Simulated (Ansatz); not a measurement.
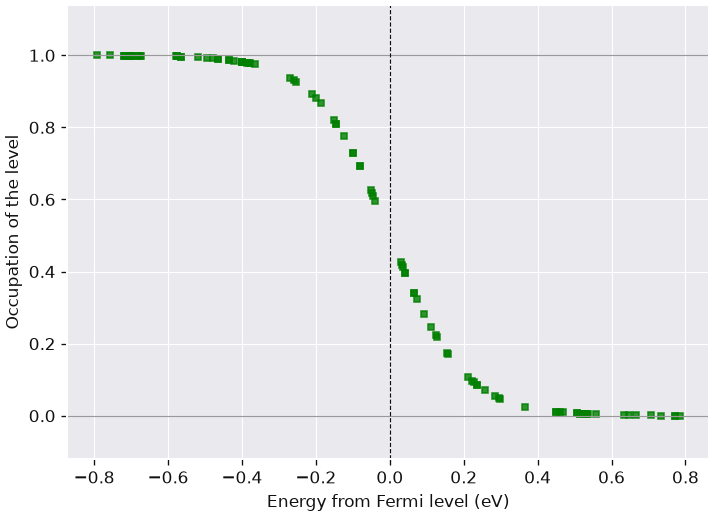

Occupations of the one-electron levels of the k mesh against their energy, from a run on HfS$_{4}$, space group I4_1/amd (No. 141), 10 atoms in the cell, with Ansatz.

Question: Which smearing scheme was used (Fermi-Dirac, Gaussian, Methfessel-Paxton or cold), and about what width?

Answer: Fermi-Dirac smearing with a width of 0.1 eV. The occupations stay between 0 and 1 and have long exponential tails; the slope at the Fermi level is 1/(4 × width).
